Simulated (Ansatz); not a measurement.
# Si(NCO)H3 (CH₃NOSi): an energy map over bond length Si1–H7 and angle H7–Si1–H5

A grid of calculations on Si(NCO)H3 (CH₃NOSi), to see where the energy is lowest and how it rises around there.

Computed with Ansatz 0.2.0. Level: RKS PBE0-D4/def2-TZVP.

### 1 Where the work starts

7 atoms, charge 0, spin multiplicity 1.

Atoms are counted from 1 here; the program's logs count them from 0.

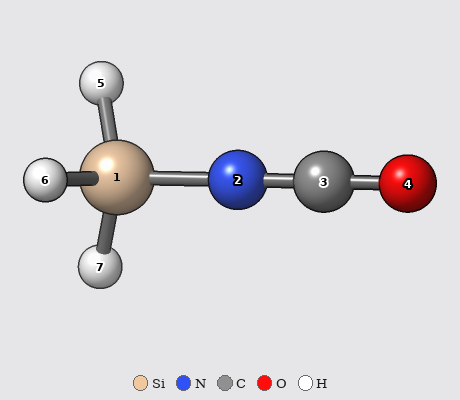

As it starts; silicon light orange, nitrogen blue, carbon grey, oxygen red, hydrogen white; atoms are numbered from 1 in the order of the file.

Coordinates:

```xyz
7
CH3NOSi
Si   -0.0037    0.0002   -1.0427
N    -0.0141    0.0327    0.6845
C     0.0050    0.0052    1.8924
O     0.0169   -0.0136    3.0744
H     1.4161   -0.0063   -1.5297
H    -0.7113    1.2182   -1.5601
H    -0.7090   -1.2364   -1.5189
```

This geometry comes from a loose relaxation at PBE in a small basis, which is not shown.

### 2 The minimum at this level

input.yaml reads:

```yaml
crystal:
  periodic: [false, false, false]
  atoms:
    - { symbol: Si, position_ang: [-0.00374, 0.000175, -1.042711] }
    - { symbol: "N", position_ang: [-0.014076, 0.032728, 0.684503] }
    - { symbol: C, position_ang: [0.005044, 0.005242, 1.892412] }
    - { symbol: O, position_ang: [0.016946, -0.013644, 3.074395] }
    - { symbol: H, position_ang: [1.416092, -0.006328, -1.529667] }
    - { symbol: H, position_ang: [-0.711282, 1.218197, -1.560052] }
    - { symbol: H, position_ang: [-0.708993, -1.23636, -1.51887] }
basis:
  gaussian: { orbitals: def2-TZVP }
hamiltonian:
  xc: pbe0
  dispersion: d4
output:
  forces: true
relax:
  f_tol: 0.003
  max_steps: 120
```

On the command line:

```console
ansatz run input.yaml --threads 1 --pin off --max-ram 2560MiB --backend cpu --events-out ev --progress --plain --runs-dir out
```

Output, cut to the lines that bear on the results:

```text
Warning: RAYON_NUM_THREADS=1 ignored (pool sized by the plan → 1); use --threads N
[...]
Functional definition: PBE0
[...]
886 factors; their error is unknown
[...]
mean field -12494.82218473 eV, -459.1762459943 hartree, gradient 5.3e-5 eV, S^2 0.000000; 0 other end points of the search recorded, 0 dependent functions left out
[...]
reference -12494.82221403 eV, -459.1762470710 hartree; 19, 19 occupied and 129, 129 virtual orbitals, 886 factors
relax step   1: F+E_penalty+E_count = -12494.91974877 eV  Δ(F+E_penalty+E_count) = +0.000e0 eV  max|allowed force component| = 1.719e0 eV/Å  Δτ_max = 0.0000 Å  (26 SCF iters, accepted)
[...]
relax step   5: F+E_penalty+E_count = -12494.97013515 eV  Δ(F+E_penalty+E_count) = -6.560e-6 eV  max|allowed force component| = 8.628e-3 eV/Å  Δτ_max = 0.0012 Å  (22 SCF iters, accepted)
[...]
relax step   6: F+E_penalty+E_count = -12494.97013978 eV  Δ(F+E_penalty+E_count) = -4.631e-6 eV  max|allowed force component| = 2.022e-3 eV/Å  Δτ_max = 0.0006 Å  (21 SCF iters, accepted)
886 factors; their error is unknown
[...]
mean field -12494.87172607 eV, -459.1780666048 hartree, gradient 1.4e-5 eV, S^2 0.000000; 1 other end points of the search recorded, 0 dependent functions left out
[...]
reference -12494.87175514 eV, -459.1780676730 hartree; 19, 19 occupied and 129, 129 virtual orbitals, 886 factors
Total energy: -12494.97016885 eV, -459.1816843102 hartree
Atom 0 at    -0.003919     0.000306    -1.031604 Å, force    -0.000023     0.000003     0.000187 eV/Å
Atom 1 at    -0.015084     0.033157     0.673429 Å, force    -0.000061     0.000080     0.000892 eV/Å
Atom 2 at     0.003613     0.005988     1.863461 Å, force     0.000046    -0.000010    -0.002022 eV/Å
Atom 3 at     0.018957    -0.015002     3.028289 Å, force    -0.000001    -0.000040     0.000928 eV/Å
Atom 4 at     1.400722    -0.006392    -1.503354 Å, force     0.000084     0.000002     0.000012 eV/Å
Atom 5 at    -0.703315     1.204791    -1.536351 Å, force    -0.000012    -0.000026    -0.000016 eV/Å
Atom 6 at    -0.700983    -1.222838    -1.493859 Å, force    -0.000034    -0.000009     0.000019 eV/Å
Dipole moment:    -0.000279    -0.002475    -0.435314 e Å
```

It took 16 s on 1 thread of Intel Xeon 6975P-C (Granite Rapids), shared host; peak memory 0.26 GiB.

Relaxation path:

```
step  energy from step 1 (eV)  largest force component (eV/Å)
   1                   0.0000                          1.7188
   2                  -0.0480                          0.2660
   3                  -0.0502                          0.1323
   4                  -0.0504                          0.0121
   5                  -0.0504                          0.0086
   6                  -0.0504                          0.0020
```

Close pairs (by a distance rule), those that changed most:

```
  bond  before (Å)  after (Å)  change (Å)
Si1–N2       1.728      1.705      -0.022
Si1–H5       1.501      1.482      -0.019
Si1–H7       1.501      1.482      -0.019
Si1–H6       1.501      1.481      -0.019
 N2–C3       1.208      1.190      -0.018
 C3–O4       1.182      1.165      -0.017
```

### 3 Plan of the scan

First coordinate, bond length Si1–H7: 15 values from 1.245 to 1.926 Å. Second coordinate, angle H7–Si1–H5: 15 values from 85.1 to 135.1 °.

Nothing else is relaxed (all other coordinates rigid). Energies count from the relaxed molecule at the same level. Points are written as (first, second).

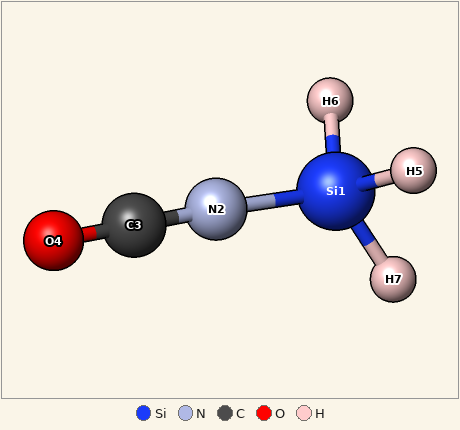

The geometry at (1.391 Å, 88.6°).

Of the runs on the grid, 3 are shown in the steps below; the others differ only in the two coordinates.

### 4 Point (1.391 Å, 88.6°)

input.yaml reads:

```yaml
crystal:
  periodic: [false, false, false]
  atoms:
    - { symbol: Si, position_ang: [-0.003919, 0.000306, -1.031604] }
    - { symbol: "N", position_ang: [-0.015084, 0.033157, 0.673429] }
    - { symbol: C, position_ang: [0.003613, 0.005988, 1.863461] }
    - { symbol: O, position_ang: [0.018957, -0.015002, 3.028289] }
    - { symbol: H, position_ang: [1.400722, -0.006392, -1.503354] }
    - { symbol: H, position_ang: [-0.703315, 1.204791, -1.536351] }
    - { symbol: H, position_ang: [-0.186912, -1.224092, -1.665831] }
basis:
  gaussian: { orbitals: def2-TZVP }
hamiltonian:
  xc: pbe0
  dispersion: d4
output:
  forces: true
```

On the command line:

```console
ansatz run input.yaml --threads 1 --pin off --max-ram 2560MiB --backend cpu --events-out ev --progress --plain --runs-dir out
```

Output, cut to the lines that bear on the results:

```text
Warning: RAYON_NUM_THREADS=1 ignored (pool sized by the plan → 1); use --threads N
[...]
[... 1 set-up line as earlier in the session ...]
[...]
886 factors; their error is unknown
[...]
mean field -12494.44967986 eV, -459.1625566926 hartree, gradient 4.2e-5 eV, S^2 0.000000; 0 other end points of the search recorded, 0 dependent functions left out
[...]
reference -12494.44970889 eV, -459.1625577595 hartree; 19, 19 occupied and 129, 129 virtual orbitals, 886 factors
Total energy: -12494.54800212 eV, -459.1661699689 hartree
Atom 0 at    -0.003919     0.000306    -1.031604 Å, force     1.590968     1.652894     0.470936 eV/Å
Atom 1 at    -0.015084     0.033157     0.673429 Å, force    -0.216817    -0.203128    -0.207194 eV/Å
Atom 2 at     0.003613     0.005988     1.863461 Å, force    -0.043786    -0.053405     0.089184 eV/Å
Atom 3 at     0.018957    -0.015002     3.028289 Å, force     0.014422     0.022908    -0.059876 eV/Å
Atom 4 at     1.400722    -0.006392    -1.503354 Å, force     0.372915     0.739853     0.238517 eV/Å
Atom 5 at    -0.703315     1.204791    -1.536351 Å, force    -0.216122    -0.254457    -0.026520 eV/Å
Atom 6 at    -0.186912    -1.224092    -1.665831 Å, force    -1.501579    -1.904666    -0.505049 eV/Å
Dipole moment:    -0.113295    -0.007826    -0.388824 e Å
```

Wall time 2.5 s (1 thread of Intel Xeon 6975P-C (Granite Rapids), shared host); peak memory 0.25 GiB.

Energy on the map's scale: 9.7 kcal/mol.

### 5 Point (1.926 Å, 127.9°)

input.yaml, as its differences from that of step 4:

```diff
@@ -9,3 +9,3 @@
     - { symbol: H, position_ang: [-0.703315, 1.204791, -1.536351] }
-    - { symbol: H, position_ang: [-0.186912, -1.224092, -1.665831] }
+    - { symbol: H, position_ang: [-1.360661, -1.332329, -1.336258] }
 basis:
```

On the command line:

```console
ansatz run input.yaml --threads 1 --pin off --max-ram 2560MiB --backend cpu --events-out ev --progress --plain --runs-dir out
```

Output, cut to the lines that bear on the results:

```text
Warning: RAYON_NUM_THREADS=1 ignored (pool sized by the plan → 1); use --threads N
[...]
[... 1 set-up line as earlier in the session ...]
[...]
886 factors; their error is unknown
[...]
mean field -12493.68585651 eV, -459.1344867024 hartree, gradient 5.9e-5 eV, S^2 0.000000; 0 other end points of the search recorded, 0 dependent functions left out
[...]
reference -12493.68588586 eV, -459.1344877807 hartree; 19, 19 occupied and 129, 129 virtual orbitals, 886 factors
Total energy: -12493.80065987 eV, -459.1387056479 hartree
Atom 0 at    -0.003919     0.000306    -1.031604 Å, force    -2.941337    -1.648281     0.134297 eV/Å
Atom 1 at    -0.015084     0.033157     0.673429 Å, force     0.253814     0.134506    -0.124386 eV/Å
Atom 2 at     0.003613     0.005988     1.863461 Å, force     0.031479    -0.007584     0.051094 eV/Å
Atom 3 at     0.018957    -0.015002     3.028289 Å, force    -0.016896    -0.009854    -0.017248 eV/Å
Atom 4 at     1.400722    -0.006392    -1.503354 Å, force    -0.146403    -0.458872    -0.146870 eV/Å
Atom 5 at    -0.703315     1.204791    -1.536351 Å, force     0.174998     0.065350    -0.037663 eV/Å
Atom 6 at    -1.360661    -1.332329    -1.336258 Å, force     2.644346     1.924735     0.140776 eV/Å
Dipole moment:     0.152578     0.066820    -0.433826 e Å
```

Wall time 2.4 s (1 thread of Intel Xeon 6975P-C (Granite Rapids), shared host); peak memory 0.25 GiB.

Energy on the map's scale: 27.0 kcal/mol.

### 6 The run at (1.488 Å, 110.1°)

input.yaml, as its differences from that of step 5:

```diff
@@ -9,3 +9,3 @@
     - { symbol: H, position_ang: [-0.703315, 1.204791, -1.536351] }
-    - { symbol: H, position_ang: [-1.360661, -1.332329, -1.336258] }
+    - { symbol: H, position_ang: [-0.704931, -1.227603, -1.495249] }
 basis:
```

On the command line:

```console
ansatz run input.yaml --threads 1 --pin off --max-ram 2560MiB --backend cpu --events-out ev --progress --plain --runs-dir out
```

Output, cut to the lines that bear on the results:

```text
Warning: RAYON_NUM_THREADS=1 ignored (pool sized by the plan → 1); use --threads N
[...]
[... 1 set-up line as earlier in the session ...]
[...]
886 factors; their error is unknown
[...]
mean field -12494.87137811 eV, -459.1780538175 hartree, gradient 5.2e-5 eV, S^2 0.000000; 0 other end points of the search recorded, 0 dependent functions left out
[...]
reference -12494.87140718 eV, -459.1780548860 hartree; 19, 19 occupied and 129, 129 virtual orbitals, 886 factors
Total energy: -12494.96981902 eV, -459.1816714543 hartree
Atom 0 at    -0.003919     0.000306    -1.031604 Å, force    -0.053196    -0.087193    -0.029664 eV/Å
Atom 1 at    -0.015084     0.033157     0.673429 Å, force     0.000578     0.000555    -0.002715 eV/Å
Atom 2 at     0.003613     0.005988     1.863461 Å, force    -0.000106    -0.000515    -0.000185 eV/Å
Atom 3 at     0.018957    -0.015002     3.028289 Å, force    -0.000007     0.000027    -0.000109 eV/Å
Atom 4 at     1.400722    -0.006392    -1.503354 Å, force    -0.001680    -0.002892    -0.000427 eV/Å
Atom 5 at    -0.703315     1.204791    -1.536351 Å, force    -0.000163    -0.001307    -0.000012 eV/Å
Atom 6 at    -0.704931    -1.227603    -1.495249 Å, force     0.054574     0.091325     0.033111 eV/Å
Dipole moment:     0.000712    -0.001211    -0.434637 e Å
```

Wall time 2.3 s (1 thread of Intel Xeon 6975P-C (Granite Rapids), shared host); peak memory 0.26 GiB.

That is 0.008 kcal/mol from the zero.

### 7 Energy over the grid

225 points were computed. Energies in kcal/mol, from the relaxed molecule at the same level:

| angle H7–Si1–H5 (°) ↓, bond length Si1–H7 (Å) → | 1.245 | 1.293 | 1.342 | 1.391 | 1.439 | 1.488 | 1.537 | 1.585 | 1.634 | 1.683 | 1.732 | 1.780 | 1.829 | 1.878 | 1.926 |
| --- | --- | --- | --- | --- | --- | --- | --- | --- | --- | --- | --- | --- | --- | --- | --- |
| 135.1 | 27.3 | 20.2 | 15.2 | 12.0 | 10.3 | 9.8 | 10.3 | 11.5 | 13.3 | 15.6 | 18.3 | 21.1 | 24.3 | 27.6 | 31.0 |
| 131.5 | 24.5 | 17.5 | 12.5 | 9.3 | 7.7 | 7.2 | 7.7 | 8.9 | 10.8 | 13.2 | 15.9 | 18.8 | 22.0 | 25.4 | 28.8 |
| 127.9 | 22.2 | 15.2 | 10.2 | 7.1 | 5.5 | 5.0 | 5.5 | 6.8 | 8.7 | 11.1 | 13.9 | 16.8 | 20.0 | 23.5 | 27.0 |
| 124.3 | 20.3 | 13.3 | 8.3 | 5.2 | 3.6 | 3.2 | 3.7 | 5.0 | 7.0 | 9.4 | 12.2 | 15.2 | 18.4 | 21.9 | 25.4 |
| 120.8 | 18.9 | 11.9 | 6.9 | 3.8 | 2.2 | 1.8 | 2.4 | 3.7 | 5.7 | 8.1 | 10.9 | 13.9 | 17.2 | 20.7 | 24.3 |
| 117.2 | 17.8 | 10.8 | 5.9 | 2.8 | 1.2 | 0.8 | 1.4 | 2.7 | 4.7 | 7.2 | 10.0 | 13.0 | 16.3 | 19.8 | 23.4 |
| 113.6 | 17.2 | 10.2 | 5.3 | 2.2 | 0.6 | 0.2 | 0.8 | 2.1 | 4.1 | 6.6 | 9.4 | 12.4 | 15.8 | 19.3 | 22.9 |
| 110.1 | 17.0 | 10.0 | 5.1 | 2.0 | 0.4 | 0.0 | 0.6 | 1.9 | 3.9 | 6.4 | 9.2 | 12.2 | 15.6 | 19.1 | 22.7 |
| 106.5 | 17.2 | 10.2 | 5.3 | 2.2 | 0.6 | 0.2 | 0.8 | 2.1 | 4.1 | 6.5 | 9.4 | 12.4 | 15.7 | 19.2 | 22.8 |
| 102.9 | 17.9 | 10.9 | 5.9 | 2.8 | 1.2 | 0.8 | 1.4 | 2.7 | 4.7 | 7.1 | 9.9 | 12.9 | 16.2 | 19.7 | 23.3 |
| 99.3 | 19.0 | 12.0 | 7.0 | 3.9 | 2.3 | 1.9 | 2.4 | 3.7 | 5.7 | 8.1 | 10.9 | 13.9 | 17.1 | 20.6 | 24.2 |
| 95.8 | 20.5 | 13.5 | 8.5 | 5.4 | 3.8 | 3.3 | 3.8 | 5.1 | 7.0 | 9.4 | 12.2 | 15.1 | 18.4 | 21.8 | 25.3 |
| 92.2 | 22.5 | 15.5 | 10.5 | 7.3 | 5.7 | 5.2 | 5.7 | 6.9 | 8.8 | 11.2 | 13.9 | 16.8 | 20.0 | 23.4 | 26.9 |
| 88.6 | 25.0 | 17.9 | 12.9 | 9.7 | 8.1 | 7.6 | 8.0 | 9.2 | 11.1 | 13.4 | 16.1 | 18.9 | 22.1 | 25.4 | 28.9 |
| 85.1 | 27.8 | 20.7 | 15.7 | 12.5 | 10.8 | 10.3 | 10.7 | 11.9 | 13.7 | 15.9 | 18.6 | 21.4 | 24.5 | 27.8 | 31.1 |

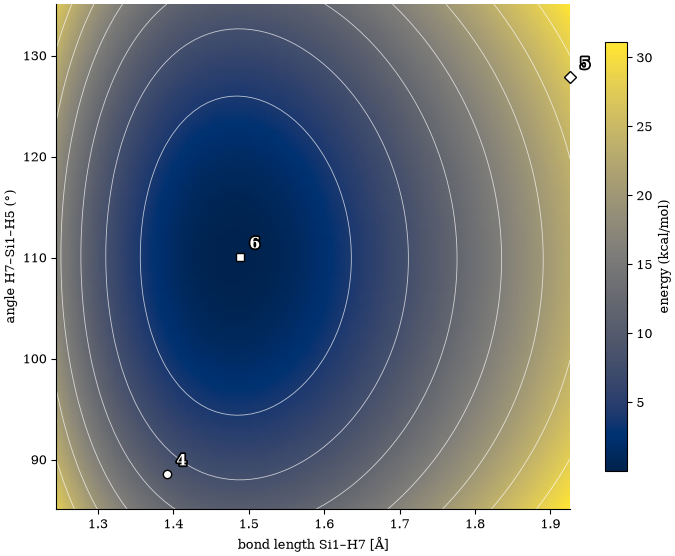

The map; numbers mark the steps of this session that print a point's run. The picture shows a smooth colour map. Between grid points the surface is interpolated.

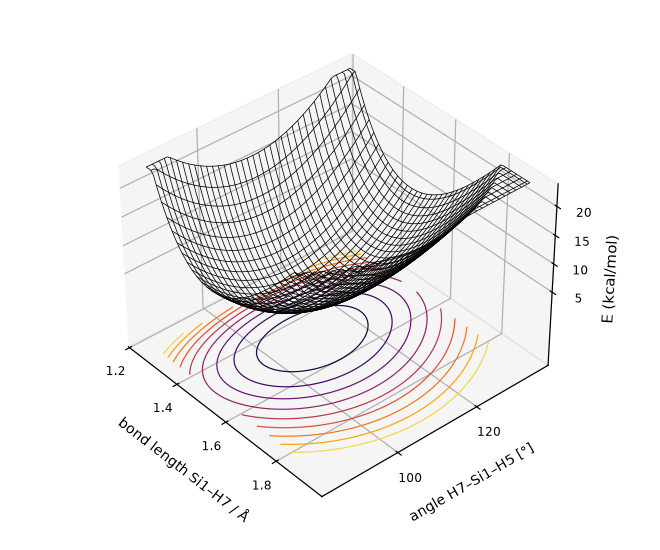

The same map in relief. The picture shows a relief with its contours projected below, any walls above the top of the colour scale cut off. Between grid points the surface is interpolated.

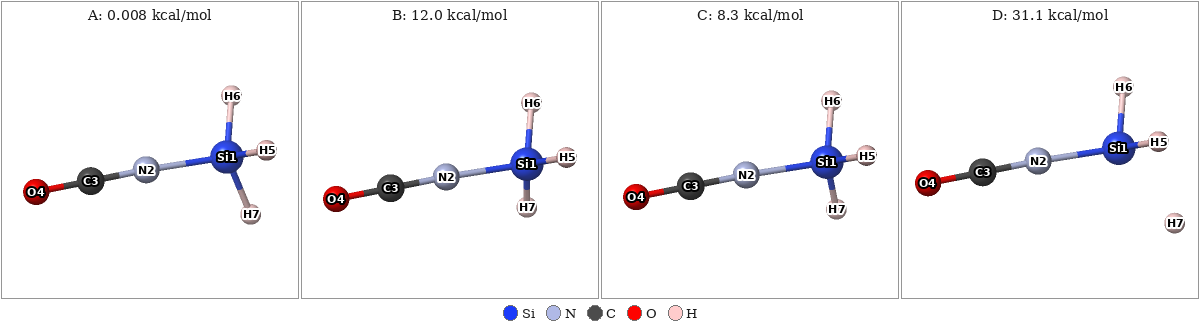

Structures on the grid, at one scale: A at (1.488 Å, 110.1°); B at (1.391 Å, 135.1°); C at (1.342 Å, 124.3°); D at (1.926 Å, 85.1°).

The largest force on an atom (eV/Å) at each point:

```tsv
angle H7–Si1–H5 (°) ↓, bond length Si1–H7 (Å) →	1.245	1.293	1.342	1.391	1.439	1.488	1.537	1.585	1.634	1.683	1.732	1.780	1.829	1.878	1.926
135.1	7.7	5.6	3.9	2.6	1.7	1.7	2.1	2.5	2.8	3.1	3.3	3.4	3.5	3.6	3.7
131.5	7.6	5.5	3.8	2.4	1.5	1.5	1.9	2.3	2.6	2.9	3.1	3.2	3.4	3.5	3.5
127.9	7.6	5.4	3.7	2.3	1.3	1.3	1.6	2.1	2.4	2.7	2.9	3.1	3.2	3.3	3.4
124.3	7.5	5.4	3.6	2.2	1.2	1.0	1.4	1.9	2.3	2.6	2.8	2.9	3.1	3.2	3.3
120.8	7.5	5.3	3.6	2.1	1.0	0.8	1.2	1.7	2.1	2.4	2.7	2.8	3.0	3.2	3.3
117.2	7.5	5.3	3.5	2.1	0.9	0.5	1.0	1.6	2.0	2.4	2.6	2.8	3.0	3.2	3.3
113.6	7.5	5.3	3.5	2.0	0.9	0.3	0.9	1.5	2.0	2.4	2.6	2.8	3.0	3.2	3.3
110.1	7.5	5.3	3.5	2.0	0.9	0.1	0.9	1.5	2.0	2.4	2.6	2.8	3.0	3.2	3.3
106.5	7.5	5.3	3.5	2.0	0.9	0.3	0.9	1.5	2.0	2.4	2.6	2.8	3.0	3.2	3.3
102.9	7.5	5.3	3.5	2.1	1.0	0.5	0.9	1.5	2.0	2.4	2.6	2.8	3.0	3.2	3.3
99.3	7.5	5.4	3.6	2.1	1.1	0.7	1.1	1.6	2.0	2.4	2.6	2.8	3.0	3.2	3.3
95.8	7.5	5.4	3.6	2.2	1.3	0.9	1.2	1.7	2.0	2.4	2.6	2.8	3.0	3.2	3.3
92.2	7.6	5.5	3.7	2.3	1.4	1.2	1.4	1.8	2.1	2.4	2.7	2.8	3.0	3.2	3.3
88.6	7.7	5.5	3.8	2.5	1.6	1.4	1.6	1.9	2.3	2.5	2.7	2.9	3.0	3.1	3.2
85.1	7.7	5.6	3.9	2.6	1.8	1.5	1.8	2.1	2.4	2.7	2.8	3.0	3.1	3.2	3.2
```

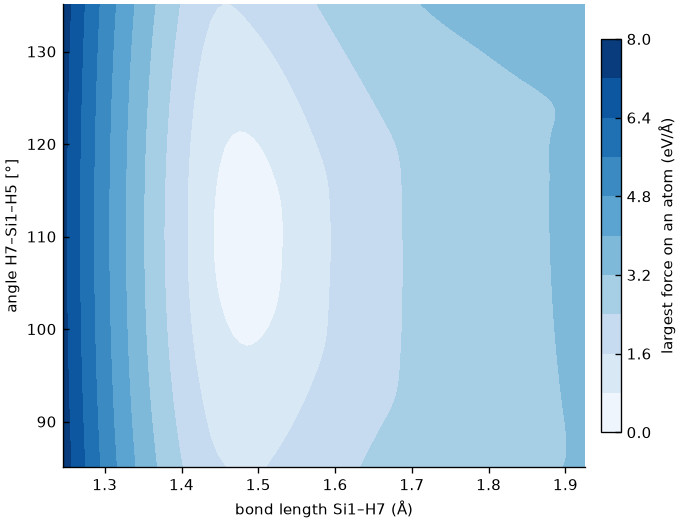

The largest force on an atom over the grid. The picture shows filled contours.

### 8 What came out

```
                       quantity                                                                         value
                   lowest point                                             (1.488 Å, 110.1°), 0.008 kcal/mol
         highest computed point                              (1.926 Å, 85.1°), 31.1 kcal/mol above the lowest
largest force on an atom (eV/Å)  0.1 at (1.488 Å, 110.1°) to 7.7 at (1.245 Å, 85.1°); 0.1 at the lowest point
        time for the whole task                                              8.6 min on 1 thread, shared host
```

What this shows: The lowest computed point is at (1.488 Å, 110.1°), 0.008 kcal/mol from the relaxed molecule at the same level. The grid is coarse, so the lowest point of the scanned range may lie between grid points; coordinates that were held can hide deeper minima. The grid shows no other well, apart from its symmetry copies. The highest computed point, (1.926 Å, 85.1°), lies 31.1 kcal/mol above the lowest. Round the minimum the two coordinates are nearly uncoupled.
